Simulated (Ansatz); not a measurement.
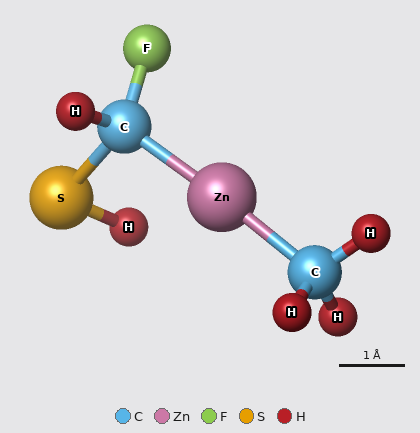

*The input geometry (ball-and-stick view, seen at a tilt). Sticks mark near contacts.*

**Nudged elastic band, with input and output: C2H5FSZn (part 1 of 2)**

System: C2H5FSZn, SMILES [CH3][Zn][CH](F)S.
Method: RKS revPBE-D4/def2-SVP (Ansatz 0.2.0).

It belongs to a series of runs on one base structure; here: band between the two ends.

### Input file
```yaml
crystal:
  periodic: [false, false, false]
  atoms:
    - { symbol: C, position_ang: [-0.450263, 0.340699, 2.122055] }
    - { symbol: Zn, position_ang: [-0.122361, -0.271768, 0.295384] }
    - { symbol: C, position_ang: [0.278384, -0.806594, -1.578532] }
    - { symbol: F, position_ang: [-0.819972, -1.166517, -2.368236] }
    - { symbol: S, position_ang: [1.247347, 0.565252, -2.334034] }
    - { symbol: H, position_ang: [0.422248, 0.129954, 2.775739] }
    - { symbol: H, position_ang: [-0.63823, 1.4347, 2.149867] }
    - { symbol: H, position_ang: [-1.334736, -0.168053, 2.559744] }
    - { symbol: H, position_ang: [1.010931, -1.647496, -1.617124] }
    - { symbol: H, position_ang: [0.406642, 1.589834, -2.004863] }
basis:
  gaussian: { orbitals: def2-SVP }
hamiltonian:
  xc: revpbe
  dispersion: d4
neb:
  order_check: false
  images: 9
  f_tol: 0.05
  max_iterations: 58
  final_atoms:
    - { symbol: C, position_ang: [-0.47595166, 0.35012503, 2.11508144] }
    - { symbol: Zn, position_ang: [-0.21861782, -0.2348335, 0.26819507] }
    - { symbol: C, position_ang: [0.13269711, -0.76818293, -1.61543986] }
    - { symbol: F, position_ang: [-0.9649097, -0.73136, -2.48216122] }
    - { symbol: S, position_ang: [1.52329453, 0.27751051, -2.22131062] }
    - { symbol: H, position_ang: [-0.18262338, 1.41320125, 2.24388372] }
    - { symbol: H, position_ang: [-1.53849866, 0.25006677, 2.42088694] }
    - { symbol: H, position_ang: [0.13767157, -0.25793568, 2.81268674] }
    - { symbol: H, position_ang: [0.57599928, -1.79071949, -1.67514254] }
    - { symbol: H, position_ang: [1.01092872, 1.49213902, -1.86667966] }
  initial_path:
    images:
      - { positions_ang: [[-0.450263, 0.340699, 2.122055], [-0.122361, -0.271768, 0.295384], [0.278384, -0.806594, -1.578532], [-0.819972, -1.166517, -2.368236], [1.247347, 0.565252, -2.334034], [0.422248, 0.129954, 2.775739], [-0.63823, 1.4347, 2.149867], [-1.334736, -0.168053, 2.559744], [1.010931, -1.647496, -1.617124], [0.406642, 1.589834, -2.004863]] }
      - { positions_ang: [[-0.46359317, 0.32259188, 2.13028394], [0.00204379, -0.20358822, 0.32041913], [0.31088562, -0.77904057, -1.56404405], [-0.84935627, -1.02096905, -2.18586169], [1.2247135, 0.49925907, -2.44837612], [0.3454039, 0.25065071, 2.81205812], [-0.79544205, 1.31202465, 2.11733026], [-1.22777956, -0.28304642, 2.5475985], [0.91721388, -1.66224274, -1.64898663], [0.53590036, 1.56437168, -2.08042145]] }
      - { positions_ang: [[-0.47692333, 0.30448476, 2.13851287], [0.12644858, -0.13540843, 0.34545426], [0.34338724, -0.75148715, -1.5495561], [-0.87874054, -0.87542109, -2.00348739], [1.20208001, 0.43326615, -2.56271824], [0.2685598, 0.37134743, 2.84837725], [-0.9526541, 1.1893493, 2.08479352], [-1.12082313, -0.39803985, 2.53545299], [0.82349675, -1.67698947, -1.68084926], [0.66515873, 1.53890935, -2.15597991]] }
      - { positions_ang: [[-0.4902535, 0.28637764, 2.14674181], [0.25085336, -0.06722865, 0.37048939], [0.37588886, -0.72393372, -1.53506814], [-0.90812481, -0.72987314, -1.82111308], [1.17944651, 0.36727322, -2.67706037], [0.1917157, 0.49204414, 2.88469637], [-1.10986616, 1.06667396, 2.05225678], [-1.01386669, -0.51303327, 2.52330749], [0.72977963, -1.69173621, -1.71271189], [0.79441709, 1.51344703, -2.23153836]] }
      - { positions_ang: [[-0.50358367, 0.26827052, 2.15497075], [0.37525815, 0.00095114, 0.39552452], [0.40839048, -0.69638029, -1.52058019], [-0.93750909, -0.58432518, -1.63873877], [1.15681301, 0.30128029, -2.79140249], [0.1148716, 0.61274085, 2.92101549], [-1.26707821, 0.94399861, 2.01972003], [-0.90691025, -0.6280267, 2.51116199], [0.63606251, -1.70648294, -1.74457452], [0.92367545, 1.48798471, -2.30709681]] }
      - { positions_ang: [[-0.51691383, 0.25016339, 2.16319969], [0.49966294, 0.06913092, 0.42055965], [0.44089211, -0.66882686, -1.50609224], [-0.96689336, -0.43877723, -1.45636446], [1.13417952, 0.23528737, -2.90574461], [0.0380275, 0.73343757, 2.95733461], [-1.42429026, 0.82132326, 1.98718329], [-0.79995382, -0.74302012, 2.49901648], [0.54234538, -1.72122968, -1.77643715], [1.05293382, 1.46252238, -2.38265526]] }
      - { positions_ang: [[-0.5087214, 0.27015572, 2.15357604], [0.35600679, 0.00833804, 0.39008673], [0.37925311, -0.68869808, -1.52796176], [-0.96649663, -0.49729378, -1.66152382], [1.21200252, 0.243732, -2.76885781], [-0.00610267, 0.8693903, 2.81464443], [-1.44713194, 0.70707196, 2.07392402], [-0.61242874, -0.64600324, 2.56175053], [0.54907616, -1.73512764, -1.75617823], [1.0445328, 1.46844571, -2.27946014]] }
      - { positions_ang: [[-0.50052896, 0.29014805, 2.14395239], [0.21235064, -0.05245485, 0.35961382], [0.31761411, -0.70856929, -1.54983129], [-0.96609989, -0.55581034, -1.86668317], [1.28982552, 0.25217662, -2.63197101], [-0.05023285, 1.00534304, 2.67195426], [-1.46997362, 0.59282067, 2.16066475], [-0.42490366, -0.54898635, 2.62448458], [0.55580694, -1.7490256, -1.73591931], [1.03613178, 1.47436904, -2.17626502]] }
      - { positions_ang: [[-0.49233653, 0.31014038, 2.13432874], [0.06869449, -0.11324773, 0.3291409], [0.25597511, -0.7284405, -1.57170081], [-0.96570316, -0.61432689, -2.07184252], [1.36764852, 0.26062125, -2.49508422], [-0.09436302, 1.14129578, 2.52926408], [-1.4928153, 0.47856937, 2.24740548], [-0.23737858, -0.45196946, 2.68721863], [0.56253772, -1.76292356, -1.71566038], [1.02773076, 1.48029237, -2.0730699]] }
      - { positions_ang: [[-0.4841441, 0.3301327, 2.12470509], [-0.07496167, -0.17404062, 0.29866799], [0.19433611, -0.74831171, -1.59357034], [-0.96530643, -0.67284345, -2.27700187], [1.44547152, 0.26906588, -2.35819742], [-0.1384932, 1.27724852, 2.3865739], [-1.51565698, 0.36431807, 2.33414621], [-0.04985351, -0.35495257, 2.74995269], [0.5692685, -1.77682152, -1.69540146], [1.01932974, 1.48621569, -1.96987478]] }
      - { positions_ang: [[-0.47595166, 0.35012503, 2.11508144], [-0.21861782, -0.2348335, 0.26819507], [0.13269711, -0.76818293, -1.61543986], [-0.9649097, -0.73136, -2.48216122], [1.52329453, 0.27751051, -2.22131062], [-0.18262338, 1.41320125, 2.24388372], [-1.53849866, 0.25006677, 2.42088694], [0.13767157, -0.25793568, 2.81268674], [0.57599928, -1.79071949, -1.67514254], [1.01092872, 1.49213902, -1.86667966]] }
```

Hardware: 2 threads of Arm Neoverse V2, 24 GiB of memory available, shared host.

Launched with:
```bash
ansatz run input.yaml --threads 2 --pin off --max-ram 3072MiB --backend cpu --events-out ev --progress --plain --runs-dir out
```

### The program's output
```
Engine: ansatz 0.2.0, aarch64-unknown-linux-gnu
Functional definition: revPBE
  parameter kappa = 1.245
  parameter beta = 0.06672455060314922
  exchange = pbe_x(kappa = kappa, mu = beta*pi^2/3)
  correlation = pbe_c(beta = beta)
1317 factors; their error is unknown
mean field evaluation 1: about -64093.1125 eV, gradient 8.0e1 eV
mean field evaluation 2: about -64070.0840 eV, gradient 1.2e2 eV
mean field evaluation 4: about -64105.8219 eV, gradient 9.9e0 eV
mean field evaluation 8: about -64106.0480 eV, gradient 2.5e-1 eV
mean field evaluation 16: about -64105.9766 eV, gradient 4.8e-4 eV
mean field -64105.97664610 eV, -2355.8511891527 hartree, gradient 6.9e-5 eV, S^2 0.000000; 0 other end points of the search recorded, 0 dependent functions left out
the calculation of the forces begins
reference -64105.97669831 eV, -2355.8511910711 hartree; 36, 36 occupied and 80, 80 virtual orbitals, 1317 factors
1317 factors; their error is unknown
mean field evaluation 32: about -64105.9767 eV, gradient 1.8e-3 eV
mean field -64105.97669939 eV, -2355.8511911110 hartree, gradient 6.7e-5 eV, S^2 0.000000; 0 other end points of the search recorded, 0 dependent functions left out
[... from here on the field's lines of each further geometry are left out, up to the last ...]
NEB iter   1: max|band force component| = 5.790e0 eV/Å  barrier→ = 1.3679 eV  barrier← = 1.3679 eV  Δτ_max = 0.2000 Å  (301 SCF iters)
NEB iter   2: max|band force component| = 1.572e0 eV/Å  barrier→ = 0.2335 eV  barrier← = 0.2335 eV  Δτ_max = 0.2000 Å  (287 SCF iters)
NEB iter   3: max|band force component| = 4.838e-1 eV/Å  barrier→ = 0.1368 eV  barrier← = 0.1369 eV  CI = image 5  Δτ_max = 0.1961 Å  (279 SCF iters)
NEB iter   4: max|band force component| = 3.500e-1 eV/Å  barrier→ = 0.0911 eV  barrier← = 0.0912 eV  CI = image 5  Δτ_max = 0.1975 Å  (262 SCF iters)
NEB iter   5: max|band force component| = 4.583e-1 eV/Å  barrier→ = 0.0488 eV  barrier← = 0.0488 eV  CI = image 5  Δτ_max = 0.0998 Å  (274 SCF iters)
NEB iter   6: max|band force component| = 3.776e-1 eV/Å  barrier→ = 0.0294 eV  barrier← = 0.0294 eV  CI = image 5  Δτ_max = 0.1008 Å  (258 SCF iters)
NEB iter   7: max|band force component| = 2.701e-1 eV/Å  barrier→ = 0.0125 eV  barrier← = 0.0125 eV  CI = image 5  Δτ_max = 0.1575 Å  (260 SCF iters)
NEB iter   8: max|band force component| = 8.374e-2 eV/Å  barrier→ = 0.0013 eV  barrier← = 0.0013 eV  CI = image 5  Δτ_max = 0.0903 Å  (258 SCF iters)
NEB iter   9: max|band force component| = 2.342e-1 eV/Å  barrier→ = 0.0088 eV  barrier← = 0.0088 eV  CI = image 5  Δτ_max = 0.0448 Å  (257 SCF iters)
NEB iter  10: max|band force component| = 1.700e-1 eV/Å  barrier→ = 0.0045 eV  barrier← = 0.0045 eV  CI = image 5  Δτ_max = 0.0898 Å  (261 SCF iters)
NEB iter  11: max|band force component| = 1.251e-1 eV/Å  barrier→ = 0.0027 eV  barrier← = 0.0027 eV  CI = image 5  Δτ_max = 0.1007 Å  (257 SCF iters)
the calculation of the forces begins
reference -64105.97679188 eV, -2355.8511945098 hartree; 36, 36 occupied and 80, 80 virtual orbitals, 1317 factors
1317 factors; their error is unknown
mean field evaluation 1056: about -64105.9764 eV, gradient 1.1e-5 eV
mean field -64105.97638098 eV, -2355.8511794096 hartree, gradient 1.1e-5 eV, S^2 0.000000; 1 other end points of the search recorded, 0 dependent functions left out
the calculation of the forces begins
reference -64105.97643307 eV, -2355.8511813240 hartree; 36, 36 occupied and 80, 80 virtual orbitals, 1317 factors
NEB iter  12: max|band force component| = 4.453e-2 eV/Å  barrier→ = 0.0002 eV  barrier← = 0.0002 eV  CI = image 5  Δτ_max = 0.0000 Å  (491 SCF iters)
```

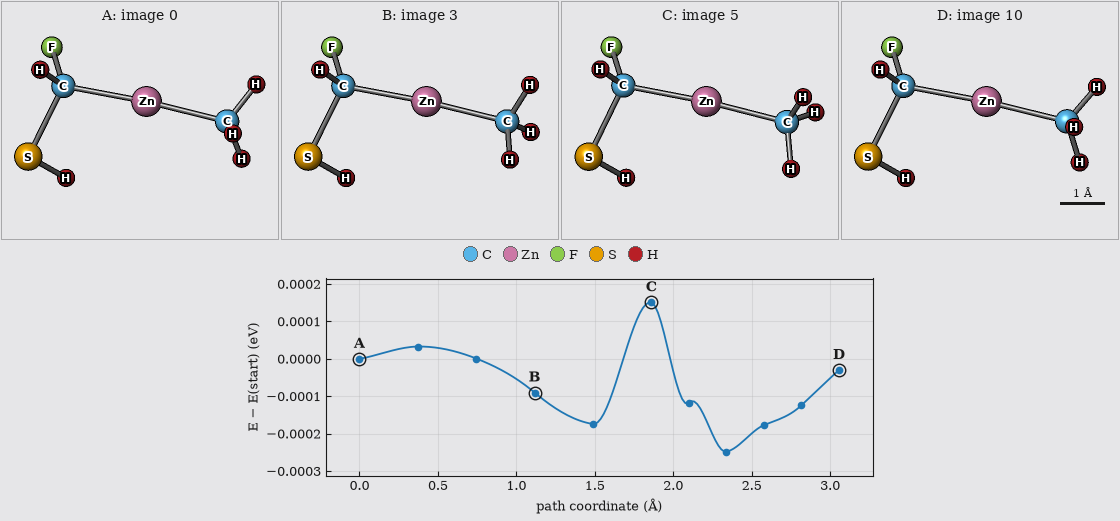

*Images of the last band (counted from 0; ball-and-stick, seen at a tilt) above the energy along the path; the line is a cubic interpolation that uses the forces.*

The highest image is number 5, 0.000 eV above the start and 0.000 eV above the end (the climbing image); start and end have the same energy. The path is 3.06 Å long. The band converged in 12 iterations.
